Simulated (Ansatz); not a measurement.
**InH2O (SMILES [OH][InH]) at USVWN5/STO-3G**

What is the energy change on altering one bond length of InH2O at USVWN5/STO-3G? 

The calculation is run with Ansatz 0.2.0.

46 further runs of the same task are left out: 8 that didn't finish, 38 set aside as unsound or not needed.

### Step 1. The molecule

The species is InH2O (4 atoms), meant as a doublet with charge 0. SMILES: `[OH][InH]`. The coordinates come from a PBE0-D4/def2-TZVP relaxation.

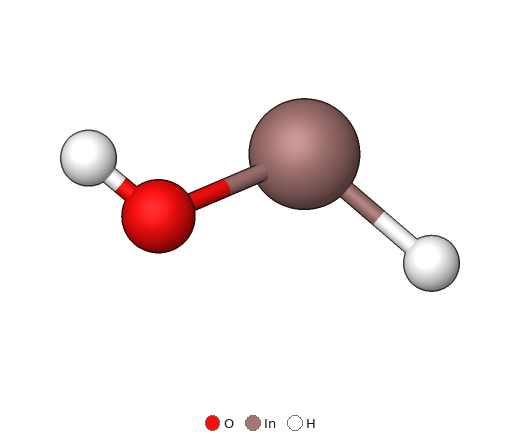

The structure, seen from a chosen angle (oxygen red, indium brown, hydrogen white).

### Step 2. The energy at USVWN5/STO-3G

The input, run.yaml:

```yaml
crystal:
  periodic: [false, false, false]
  atoms:
    - {symbol: O, position_ang: [-0.298400, -1.020600, 0.295000]}
    - {symbol: In, position_ang: [0.563900, 0.746600, -0.088500]}
    - {symbol: H, position_ang: [0.236800, -1.629400, 0.809100]}
    - {symbol: H, position_ang: [-0.446700, 1.843000, -1.036000]}
basis:
  gaussian:
    orbitals: STO-3G
magnetization:
  spin_polarized: true
  initial_magnetization: 1
hamiltonian:
  xc: {name: SVWN5}
accuracy: high
```

The run is started by

```sh
$ ansatz run run.yaml --threads 1 --pin off --max-ram 2610MiB --events-out events.jsonl --progress --plain --runs-dir runs
```

Standard output:

```text
Warning: RAYON_NUM_THREADS=1 ignored (pool sized by the plan → 1); use --threads N
Functional definition: SVWN5
  name "SVWN5"
  exchange = slater_x
  correlation = vwn5_c
617 factors; integrals over basis functions are off by at most 3.9e-9 eV
mean field evaluation 1: about -156567.4509 eV, gradient 2.5e1 eV
mean field evaluation 2: about -156496.3353 eV, gradient 9.6e1 eV
mean field evaluation 4: about -156573.7957 eV, gradient 3.6e0 eV
mean field evaluation 8: about -156573.8710 eV, gradient 1.6e-1 eV
mean field evaluation 16: about -156573.8714 eV, gradient 1.6e-5 eV
mean field -156573.87143947 eV, -5753.9836458187 hartree, gradient 1.9e-8 eV, S^2 0.751289; 0 other end points of the search recorded, 0 dependent functions left out
reference -156573.87144131 eV, -5753.9836458864 hartree; 30, 29 occupied and 4, 5 virtual orbitals, 617 factors
Total energy: -156573.87144131 eV, -5753.9836458864 hartree
```

It took 1.5 s on 1 thread of Arm Neoverse V2, shared host; peak memory 0.12 GiB.

### Step 3. The distorted shape at the same level

The input, in.yaml:

```yaml
crystal:
  periodic: [false, false, false]
  atoms:
    - symbol: O
      position_ang: [-0.513994, -1.462439, 0.390884]
    - symbol: In
      position_ang: [0.563900, 0.746600, -0.088500]
    - symbol: H
      position_ang: [0.021206, -2.071239, 0.904984]
    - symbol: H
      position_ang: [-0.446700, 1.843000, -1.036000]
basis:
  gaussian:
    orbitals: STO-3G
magnetization:
  spin_polarized: true
  initial_magnetization: 1
hamiltonian:
  xc: {name: SVWN5}
accuracy: high
```

The run is started by

```sh
$ ansatz run in.yaml --threads 1 --pin off --max-ram 2610MiB --events-out events.jsonl --progress --plain --runs-dir runs
```

Standard output:

```text
Warning: RAYON_NUM_THREADS=1 ignored (pool sized by the plan → 1); use --threads N
Functional definition: SVWN5
  name "SVWN5"
  exchange = slater_x
  correlation = vwn5_c
607 factors; integrals over basis functions are off by at most 4.0e-9 eV
mean field evaluation 1: about -156562.0835 eV, gradient 2.7e1 eV
mean field evaluation 2: about -156416.1839 eV, gradient 9.3e1 eV
mean field evaluation 4: about -156571.6283 eV, gradient 3.6e0 eV
mean field evaluation 8: about -156571.8018 eV, gradient 1.1e0 eV
mean field evaluation 16: about -156571.7560 eV, gradient 4.2e-4 eV
mean field evaluation 32: about -156569.8225 eV, gradient 1.3e1 eV
mean field -156571.75598442 eV, -5753.9059042794 hartree, gradient 3.3e-8 eV, S^2 0.752501; 5 other end points of the search recorded, 0 dependent functions left out
reference -156571.75598630 eV, -5753.9059043487 hartree; 30, 29 occupied and 4, 5 virtual orbitals, 607 factors
Total energy: -156571.75598630 eV, -5753.9059043487 hartree
```

It took 1.9 s on 1 thread of Arm Neoverse V2, shared host; peak memory 0.11 GiB.

### Step 4. Summary of results

Level: USVWN5/STO-3G.

| quantity | value |
| --- | --- |
| first shape: total energy | -5753.98365 Eh |
| first shape: ⟨S²⟩ | 0.751 |
| distorted shape: total energy | -5753.90590 Eh |
| distorted shape: ⟨S²⟩ | 0.753 |
| energy change with the O1–In2 bond stretched from 2.003 to 2.504 Å | 2.115 eV |

What this shows: With the O1–In2 bond stretched from 2.003 to 2.504 Å the energy rises by 2.12 eV (49 kcal/mol). The first shape isn't relaxed at this level, so the change isn't measured from a minimum. The minimal basis adds a large error of its own. Relativity is left out (first shape) although the molecule holds a heavy atom. Relativity is left out (distorted shape) although the molecule holds a heavy atom.
